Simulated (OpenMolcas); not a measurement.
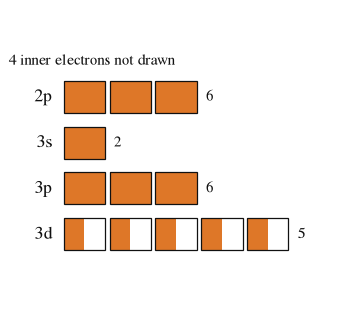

Fig. 1: The outer shells of the leading configuration of the lowest level: a box for each of the 2l + 1 orbitals, shaded by the share of the shell that is filled, with the electron count at the right.

# Multiconfigurational calculation for Fe³⁺ complex

Fe³⁺ with 6 ligands (OH; octahedron, 2.03 Å), neutralised by 6 outer point charges of +0.5 e, whose field is part of the energies. Computed at this level: state-averaged SS-CASPT2, IPEA shift 0.25, imaginary shift 0.1 hartree, closed shells 3s 3p of the metal and the valence shells of the ligands correlated, active space 5 electrons in the shell 3d, basis ANO-RCC-VTZP on the metal and ANO-RCC-VDZP on the ligands, DKH2 scalar Hamiltonian, spin-orbit coupling by RASSI with atomic mean-field integrals (OpenMolcas).

**Input**
```
&GATEWAY
Coord
13

Fe 0.0 0.0 0.0
O 2.030000 0.000000 0.000000
H 2.439940 0.879119 0.000000
O 0.000000 2.030000 0.000000
H 0.000000 2.439940 0.879119
O -2.030000 0.000000 0.000000
H -2.439940 -0.879119 0.000000
O 0.000000 -2.030000 0.000000
H 0.000000 -2.439940 -0.879119
O 0.000000 0.000000 2.030000
H 0.879119 0.000000 2.439940
O 0.000000 0.000000 -2.030000
H -0.879119 0.000000 -2.439940
Basis=Fe.ANO-RCC-VTZP,H.ANO-RCC-VDZP,O.ANO-RCC-VDZP
Group=XYZ
NoMove
AngMom=0.0 0.0 0.0
AMFI
RICD
XField
3 Angstrom 0
5.830000 0.000000 0.000000 0.500000
0.000000 5.830000 0.000000 0.500000
0.000000 0.000000 5.830000 0.500000
&SEWARD
&RASSCF
FileOrb=start.orb
Symmetry=1
Spin=6
nActEl=5 0 0
Inactive=18 21
Ras2=5 0
CIRoot=1 1 1
SDav=1
CIMx=300
Iter=150 100
PrWF=0.3
OrbListing=Nothing
MaxOrb=0
LevShft=1.0
>>> COPY $Project.JobIph JOB001
&RASSCF
FileOrb=start.orb
Symmetry=1
Spin=4
nActEl=5 0 0
Inactive=18 21
Ras2=5 0
CIRoot=24 24 1
SDav=24
CIMx=300
Iter=150 100
PrWF=0.3
OrbListing=Nothing
MaxOrb=0
LevShft=1.0
>>> COPY $Project.JobIph JOB002
&RASSCF
FileOrb=start.orb
Symmetry=1
Spin=2
nActEl=5 0 0
Inactive=18 21
Ras2=5 0
CIRoot=75 75 1
SDav=75
CIMx=300
Iter=150 100
PrWF=0.3
OrbListing=Nothing
MaxOrb=0
LevShft=1.0
>>> COPY $Project.JobIph JOB003
&RASSI
NrOfJobIphs=3 1 24 75
1
1 2 3 4 5 6 7 8 9 10 11 12 13 14 15 16 17 18 19 20 21 22 23 24
1 2 3 4 5 6 7 8 9 10 11 12 13 14 15 16 17 18 19 20 21 22 23 24 25 26 27
28 29 30 31 32 33 34 35 36 37 38 39 40 41 42 43 44 45 46 47 48 49 50 51
52 53 54 55 56 57 58 59 60 61 62 63 64 65 66 67 68 69 70 71 72 73 74 75
IphNames
JOB001
JOB002
JOB003
EJob
SpinOrbit
DIPRint=1.0
SOCoupling=1000.0
Subsets=2
Property=9
'ANGMOM' 1 'ANGMOM' 2 'ANGMOM' 3 'MLTPL  1' 1 'MLTPL  1' 2 'MLTPL  1' 3
'AMFI' 1 'AMFI' 2 'AMFI' 3
SOProperty=3
'ANGMOM' 1 'ANGMOM' 2 'ANGMOM' 3
>>> COPY JOB001 $Project.JobIph
&CASPT2
Multistate=1 1
Frozen=5 6
IPEA=0.25
Imaginary=0.1
MaxIter=60
WThr=0.0 0.3 0.05
PrWF=0.5
NoMix
>>> COPY JOB002 $Project.JobIph
&CASPT2
Multistate=24 1 2 3 4 5 6 7 8 9 10 11 12 13 14 15 16 17 18 19 20 21 22
23 24
NoMult
Frozen=5 6
IPEA=0.25
Imaginary=0.1
MaxIter=60
WThr=0.0 0.3 0.05
PrWF=0.5
NoMix
>>> COPY JOB003 $Project.JobIph
&CASPT2
Multistate=75 1 2 3 4 5 6 7 8 9 10 11 12 13 14 15 16 17 18 19 20 21 22
23 24 25 26 27 28 29 30 31 32 33 34 35 36 37 38 39 40 41 42 43 44 45 46
47 48 49 50 51 52 53 54 55 56 57 58 59 60 61 62 63 64 65 66 67 68 69 70
71 72 73 74 75
NoMult
Frozen=5 6
IPEA=0.25
Imaginary=0.1
MaxIter=60
WThr=0.0 0.3 0.05
PrWF=0.5
NoMix
```

The file start.orb holds starting orbitals from an earlier step. A driver script formed the levels outside the program, from RASSI's spin-orbit matrix and the CASPT2 energies (for multi-state variants, the effective Hamiltonian), averaged over the components of each term or state. The log and the time are those of the CASPT2 step.

Run as:
```bash
OMP_NUM_THREADS=1 MOLCAS_MEM=2457 MOLCAS_PROJECT=a pymolcas a.inp > a.log  # once for each step of the input, in one work folder
```

**The program's output (extracts)**
```
--- CASPT2 ---
Orbital specifications:
      -----------------------

      Symmetry species                           1   2
                                                ag  au
      Frozen orbitals                            5   6
      Inactive orbitals                         13  15
      Active orbitals                            5   0
      Secondary orbitals                        64  65
      Deleted orbitals                           0   0
      Number of basis functions                 87  86
Type of calculation                        SS-CASPT2
      Fock operator                              state-specific
      IPEA shift                                 0.25
      Real shift                                 0.00
      Imaginary shift                            0.10
      The input orbitals will be transformed to quasi-canonical
Reference energy:       -1725.0320992501
      E2 (Non-variational):      -1.8189616134
      Shift correction:          -0.0017711045
      E2 (Variational):          -1.8207327179
      Total energy:           -1726.8528319680
      Residual norm:              0.0000004312
      Reference weight:           0.67254
      Contributions to the CASPT2 correlation energy
      Active & Virtual Only:         -0.0721374706
      One Inactive Excited:          -0.2641839137
      Two Inactive Excited:          -1.4826402292
::    CASPT2 Root  1     Total energy:  -1726.85283197
--- CASPT2 ---
Orbital specifications:
      -----------------------

      Symmetry species                           1   2
                                                ag  au
      Frozen orbitals                            5   6
      Inactive orbitals                         13  15
      Active orbitals                            5   0
      Secondary orbitals                        64  65
      Deleted orbitals                           0   0
      Number of basis functions                 87  86
Type of calculation                        SS-CASPT2
      Fock operator                              state-specific
      IPEA shift                                 0.25
      Real shift                                 0.00
      Imaginary shift                            0.10
      The input orbitals will be transformed to quasi-canonical
Reference energy:       -1724.9109304016
      E2 (Non-variational):      -1.8647568506
      Shift correction:          -0.0019540574
      E2 (Variational):          -1.8667109080
      Total energy:           -1726.7776413096
      Residual norm:              0.0000004580
      Reference weight:           0.66460
      Contributions to the CASPT2 correlation energy
      Active & Virtual Only:         -0.0843148501
      One Inactive Excited:          -0.2745602611
      Two Inactive Excited:          -1.5058817393
Reference energy:       -1724.9109304016
      E2 (Non-variational):      -1.8646552362
      Shift correction:          -0.0019470130
      E2 (Variational):          -1.8666022493
      Total energy:           -1726.7775326509
      Residual norm:              0.0000003829
      Reference weight:           0.66469
      Contributions to the CASPT2 correlation energy
      Active & Virtual Only:         -0.0843228175
      One Inactive Excited:          -0.2744662307
      Two Inactive Excited:          -1.5058661880
::    CASPT2 Root  1     Total energy:  -1726.77764131
::    CASPT2 Root  2     Total energy:  -1726.77753265
::    CASPT2 Root  3     Total energy:  -1726.77862288
::    CASPT2 Root  4     Total energy:  -1726.75613466
::    CASPT2 Root  5     Total energy:  -1726.75408079
::    CASPT2 Root  6     Total energy:  -1726.75404887
::    CASPT2 Root  7     Total energy:  -1726.73280090
::    CASPT2 Root  8     Total energy:  -1726.73193137
::    CASPT2 Root  9     Total energy:  -1726.73173606
::    CASPT2 Root 10     Total energy:  -1726.71856947
::    CASPT2 Root 11     Total energy:  -1726.71849848
::    CASPT2 Root 12     Total energy:  -1726.71635184
::    CASPT2 Root 13     Total energy:  -1726.70640917
::    CASPT2 Root 14     Total energy:  -1726.70630391
::    CASPT2 Root 15     Total energy:  -1726.66903322
::    CASPT2 Root 16     Total energy:  -1726.66346940
::    CASPT2 Root 17     Total energy:  -1726.66352420
::    CASPT2 Root 18     Total energy:  -1726.66140013
::    CASPT2 Root 19     Total energy:  -1726.63345358
::    CASPT2 Root 20     Total energy:  -1726.63370857
::    CASPT2 Root 21     Total energy:  -1726.63056541
::    CASPT2 Root 22     Total energy:  -1726.60230352
::    CASPT2 Root 23     Total energy:  -1726.60240303
::    CASPT2 Root 24     Total energy:  -1726.60340436
--- CASPT2 ---
Orbital specifications:
      -----------------------

      Symmetry species                           1   2
                                                ag  au
      Frozen orbitals                            5   6
      Inactive orbitals                         13  15
      Active orbitals                            5   0
      Secondary orbitals                        64  65
      Deleted orbitals                           0   0
      Number of basis functions                 87  86
Type of calculation                        SS-CASPT2
      Fock operator                              state-specific
      IPEA shift                                 0.25
      Real shift                                 0.00
      Imaginary shift                            0.10
      The input orbitals will be transformed to quasi-canonical
Reference energy:       -1724.8711220670
      E2 (Non-variational):      -1.8909037782
      Shift correction:          -0.0019325252
      E2 (Variational):          -1.8928363033
      Total energy:           -1726.7639583703
      Residual norm:              0.0000002040
      Reference weight:           0.66163
      Contributions to the CASPT2 correlation energy
      Active & Virtual Only:         -0.0867723049
      One Inactive Excited:          -0.2799502923
      Two Inactive Excited:          -1.5241811809
Reference energy:       -1724.8711220670
      E2 (Non-variational):      -1.8908905939
      Shift correction:          -0.0019312758
      E2 (Variational):          -1.8928218697
      Total energy:           -1726.7639439367
      Residual norm:              0.0000002036
      Reference weight:           0.66163
      Contributions to the CASPT2 correlation energy
      Active & Virtual Only:         -0.0867689956
      One Inactive Excited:          -0.2799274701
      Two Inactive Excited:          -1.5241941282
::    CASPT2 Root  1     Total energy:  -1726.76395837
::    CASPT2 Root  2     Total energy:  -1726.76394394
::    CASPT2 Root  3     Total energy:  -1726.76069379
::    CASPT2 Root  4     Total energy:  -1726.72591794
::    CASPT2 Root  5     Total energy:  -1726.72585425
::    CASPT2 Root  6     Total energy:  -1726.72682672
::    CASPT2 Root  7     Total energy:  -1726.72588364
::    CASPT2 Root  8     Total energy:  -1726.71781682
::    CASPT2 Root  9     Total energy:  -1726.71574870
::    CASPT2 Root 10     Total energy:  -1726.71583588
::    CASPT2 Root 11     Total energy:  -1726.70652977
::    CASPT2 Root 12     Total energy:  -1726.70672597
::    CASPT2 Root 13     Total energy:  -1726.68319522
::    CASPT2 Root 14     Total energy:  -1726.67672306
::    CASPT2 Root 15     Total energy:  -1726.67684476
::    CASPT2 Root 16     Total energy:  -1726.67551574
::    CASPT2 Root 17     Total energy:  -1726.68278058
::    CASPT2 Root 18     Total energy:  -1726.68268576
::    CASPT2 Root 19     Total energy:  -1726.68825981
::    CASPT2 Root 20     Total energy:  -1726.68092940
::    CASPT2 Root 21     Total energy:  -1726.68080939
::    CASPT2 Root 22     Total energy:  -1726.67285903
::    CASPT2 Root 23     Total energy:  -1726.66898454
::    CASPT2 Root 24     Total energy:  -1726.66933900
::    CASPT2 Root 25     Total energy:  -1726.64720278
::    CASPT2 Root 26     Total energy:  -1726.64723399
::    CASPT2 Root 27     Total energy:  -1726.64646501
::    CASPT2 Root 28     Total energy:  -1726.65802337
::    CASPT2 Root 29     Total energy:  -1726.64758738
::    CASPT2 Root 30     Total energy:  -1726.64761128
```

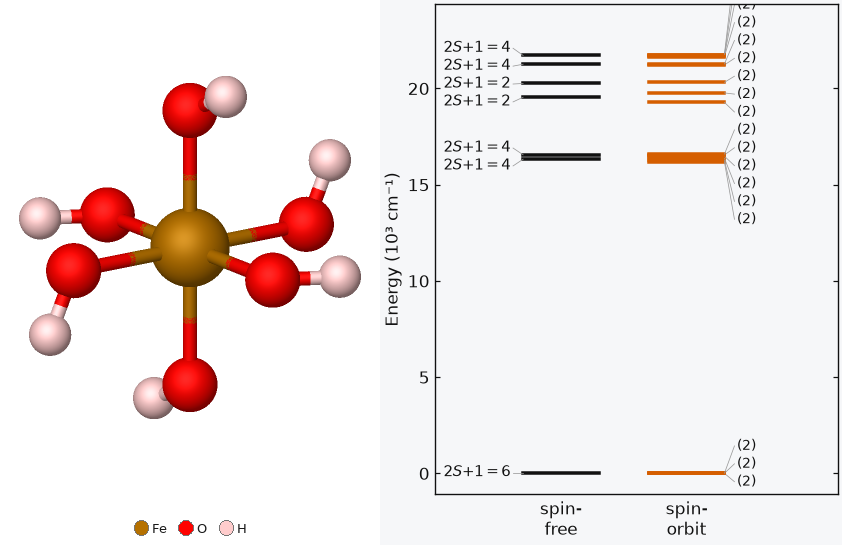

Fig. 2: Fe³⁺ (3d⁵) with 6 ligands, OH⁻, at 2.03 Å (arrangement: octahedron, Ci), neutralised by outer point charges of +0.5 e, and its levels. Labels give the representation in O, Td, D4 or D3 as the site allows (double group for half-integer spin) where it could be assigned and, in brackets, the degeneracy; spin-free states, where drawn, share the zero of the spin-orbit levels. The ground level is a Kramers doublet, 100 % from states of spin multiplicity 6. Its principal g values are 1.97, 5.99 and 5.99, easy-plane. The next level lies at 0.062 cm⁻¹.

**Summary**

- outcome: converged
- energy of the lowest spin-free term: −1726.85283 hartree
- energy of the lowest spin-orbit level: −1726.85301 hartree
- CASPT2 correlation energy: −1.8207 hartree
- largest spread among components of a term: 86.8 cm⁻¹
- lowest reference weight: 0.639
- hardware: 1 thread of Arm Neoverse V2, 24 GiB of memory available, shared host
- wall time: 11 min
- peak memory: 0.2 GiB

**Remarks**

The components of ² (unassigned), which symmetry makes degenerate, are split by 87 cm⁻¹ in CASPT2, and those of 3 more by over 50 cm⁻¹. This is an artefact; the levels of such states rest on averages and are uncertain by about as much. Caveats: small active space favours high spin, ground spin may be wrong; distances are set from ionic radii, not optimised.
